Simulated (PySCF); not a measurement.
# ZnH₂: single-point calculation

System: ZnH₂, SMILES [H][Zn][H].
Method: M06-2X/STO-3G, RKS (PySCF 2.14.0).

The geometry comes from this level: GFN2-xTB.

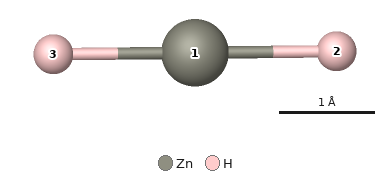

**Figure 1.** The structure as given in the input (ball-and-stick view, seen at a tilt; atoms are numbered from 1 in the order of the input). Sticks mark near contacts. Bond lengths as drawn: H–Zn 1.50 Å.

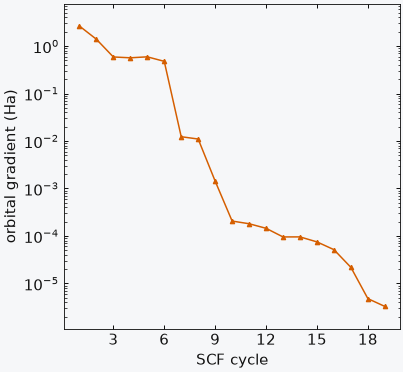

**Figure 2.** Convergence of the self-consistent field: orbital gradient against the SCF cycle. The residual falls almost steadily, with no more than small rises.

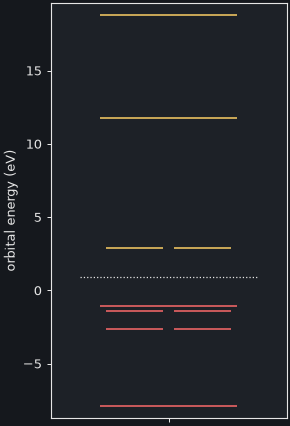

**Figure 3.** Orbital energies near the frontier; the dotted line parts filled from empty levels, and levels within 0.02 eV of each other stand side by side. Highest filled −1.04 eV, lowest empty 2.88 eV, 3.92 eV apart.

The input that produced these results follows, with the program's output.

### Input (calc.py)
```python
from pyscf import gto, dft

molecule = gto.Mole()
molecule.atom = 'geometry.xyz'
molecule.max_memory = 1860
molecule.spin = 0
molecule.verbose = 4
molecule.charge = 0
molecule.basis = 'sto-3g'
molecule.build()

myscf = dft.RKS(molecule, xc='m06-2x')
myscf.conv_tol = 1e-10
myscf.grids.level = 5
myscf.kernel()
if not myscf.converged:
    myscf = myscf.newton().run(myscf.mo_coeff, myscf.mo_occ)

e_tot = myscf.e_tot
print('E(%s) = %.9f' % ('M06-2X', e_tot))
```

### File geometry.xyz
```
3

Zn     0.000210     0.000120    -0.000080
H     -0.018120    -0.022340     1.498900
H      0.017920     0.022220    -1.498820
```

Launched with:
```bash
OMP_NUM_THREADS=1 python calc.py
```

### Output
```
PySCF version 2.14.0

[INPUT] num. atoms = 3
[INPUT] num. electrons = 32
[INPUT] charge = 0
[INPUT] spin (= nelec alpha-beta = 2S) = 0
[INPUT] symmetry False subgroup None
[INPUT] Mole.unit = angstrom
[INPUT] Symbol           X                Y                Z      unit          X                Y                Z       unit  Magmom
[INPUT]  1 Zn     0.000210000000   0.000120000000  -0.000080000000 AA    0.000396842486   0.000226767135  -0.000151178090 Bohr   0.0
[INPUT]  2 H     -0.018120000000  -0.022340000000   1.498900000000 AA   -0.034241837377  -0.042216481623   2.832510488111 Bohr   0.0
[INPUT]  3 H      0.017920000000   0.022220000000  -1.498820000000 AA    0.033863892152   0.041989714488  -2.832359310021 Bohr   0.0

nuclear repulsion = 21.3558113892966
number of shells = 10
number of NR pGTOs = 60
number of NR cGTOs = 20
basis = sto-3g
ecp = {}

******** <class 'pyscf.dft.rks.RKS'> ********
method = RKS
initial guess = minao
damping factor = 0
level_shift factor = 0
DIIS = <class 'pyscf.scf.diis.CDIIS'>
diis_start_cycle = 1
diis_space = 8
diis_damp = 0
SCF conv_tol = 1e-10
SCF conv_tol_grad = None
SCF max_cycles = 50
direct_scf = True
direct_scf_tol = 1e-13
XC library pyscf.dft.libxc version 7.0.0
    S. Lehtola, C. Steigemann, M. J.T. Oliveira, and M. A.L. Marques.,  SoftwareX 7, 1–5 (2018)
XC functionals = m06-2x
    Y. Zhao and D. G. Truhlar.,  Theor. Chem. Acc. 120, 215 (2008)
    Y. Zhao and D. G. Truhlar.,  Theor. Chem. Acc. 120, 215 (2008)
radial grids:
    Treutler-Ahlrichs [JCP 102, 346 (1995); DOI:10.1063/1.469408] (M4) radial grids

becke partition: Becke, JCP 88, 2547 (1988); DOI:10.1063/1.454033
pruning grids: <function nwchem_prune>
grids dens level: 5
symmetrized grids: False
atomic radii adjust function: <function treutler_atomic_radii_adjust>
small_rho_cutoff = 0
Set gradient conv threshold to 1e-05
Initial guess from minao.
tot grids = 91816
init E= -1757.55644397726
  HOMO = -0.163318821730731  LUMO = -0.161590803805504  gap/eV = 0.04702
cycle= 1 E= -1755.66988665618  delta_E= 1.89  |g|= 2.64  |ddm|= 4.75
  HOMO = -0.596555129318784  LUMO = -0.474682230966  gap/eV = 3.31633
cycle= 2 E= -1758.31068303044  delta_E= -2.64  |g|= 1.39  |ddm|= 5.25
  HOMO = 0.0561685358407156  LUMO = 0.0978976303256066  gap/eV = 1.13551
cycle= 3 E= -1759.42829474847  delta_E= -1.12  |g|= 0.588  |ddm|= 2.53
  HOMO = -0.136673119631237  LUMO = 0.0608687847976408  gap/eV = 5.37539
cycle= 4 E= -1759.44479086279  delta_E= -0.0165  |g|= 0.565  |ddm|= 0.237
  HOMO = -0.187504609117151  LUMO = 0.0574996525278276  gap/eV = 6.66691
cycle= 5 E= -1759.43635429594  delta_E= 0.00844  |g|= 0.592  |ddm|= 0.0388
  HOMO = -0.1360519679253  LUMO = 0.0728279210943586  gap/eV = 5.68391
cycle= 6 E= -1759.48512139938  delta_E= -0.0488  |g|= 0.476  |ddm|= 0.252
  HOMO = -0.0460382425835711  LUMO = 0.10594072825421  gap/eV = 4.13556
cycle= 7 E= -1759.57266208247  delta_E= -0.0875  |g|= 0.0123  |ddm|= 1.06
  HOMO = -0.0396768942193984  LUMO = 0.104859818411274  gap/eV = 3.93304
cycle= 8 E= -1759.57267575365  delta_E= -1.37e-05  |g|= 0.011  |ddm|= 0.00922
  HOMO = -0.0379899394988323  LUMO = 0.105906767028403  gap/eV = 3.91563
cycle= 9 E= -1759.57272042355  delta_E= -4.47e-05  |g|= 0.00143  |ddm|= 0.0278
  HOMO = -0.0381702465130466  LUMO = 0.105808279653364  gap/eV = 3.91786
cycle= 10 E= -1759.57272133827  delta_E= -9.15e-07  |g|= 0.000206  |ddm|= 0.00362
  HOMO = -0.0381659659405507  LUMO = 0.105804749409304  gap/eV = 3.91764
cycle= 11 E= -1759.57272120725  delta_E= 1.31e-07  |g|= 0.000181  |ddm|= 0.00138
  HOMO = -0.0381802047511368  LUMO = 0.105803138220079  gap/eV = 3.91799
cycle= 12 E= -1759.5727211022  delta_E= 1.05e-07  |g|= 0.000145  |ddm|= 0.00193
  HOMO = -0.0381954518187567  LUMO = 0.105798169468753  gap/eV = 3.91827
cycle= 13 E= -1759.57272163894  delta_E= -5.37e-07  |g|= 9.54e-05  |ddm|= 0.0115
  HOMO = -0.0381813774928214  LUMO = 0.105802626618294  gap/eV = 3.91800
cycle= 14 E= -1759.57272172254  delta_E= -8.36e-08  |g|= 9.56e-05  |ddm|= 0.00242
  HOMO = -0.0381844266635876  LUMO = 0.105802334814898  gap/eV = 3.91808
cycle= 15 E= -1759.57272170967  delta_E= 1.29e-08  |g|= 7.5e-05  |ddm|= 0.000722
  HOMO = -0.0381820941352775  LUMO = 0.10580384725734  gap/eV = 3.91806
cycle= 16 E= -1759.57272173612  delta_E= -2.64e-08  |g|= 5.15e-05  |ddm|= 0.00205
  HOMO = -0.0381813113413266  LUMO = 0.105804296304696  gap/eV = 3.91805
cycle= 17 E= -1759.57272177895  delta_E= -4.28e-08  |g|= 2.18e-05  |ddm|= 0.00353
  HOMO = -0.0381827847868652  LUMO = 0.10580430000475  gap/eV = 3.91809
cycle= 18 E= -1759.57272178679  delta_E= -7.84e-09  |g|= 4.79e-06  |ddm|= 0.00218
  HOMO = -0.038183542720862  LUMO = 0.105803919963316  gap/eV = 3.91810
cycle= 19 E= -1759.57272178684  delta_E= -4.91e-11  |g|= 3.28e-06  |ddm|= 2.87e-05
  HOMO = -0.0381836704372429  LUMO = 0.105803797465762  gap/eV = 3.91810
Extra cycle  E= -1759.57272178689  delta_E= -5.14e-11  |g|= 3.76e-06  |ddm|= 2.34e-05
converged SCF energy = -1759.57272178689
E(M06-2X) = -1759.572721787
```

### Summary

| quantity | value |
| --- | --- |
| outcome | converged |
| total energy | −1759.572722 hartree |
| basis functions | 20 |
| HOMO | −1.04 eV |
| LUMO | 2.88 eV |
| dipole moment | 0.02 D |
| hardware | 1 thread of Arm Neoverse V1, 24 GiB of memory available, shared host |
| wall time | 4.2 s |
| peak memory | 0.18 GiB |
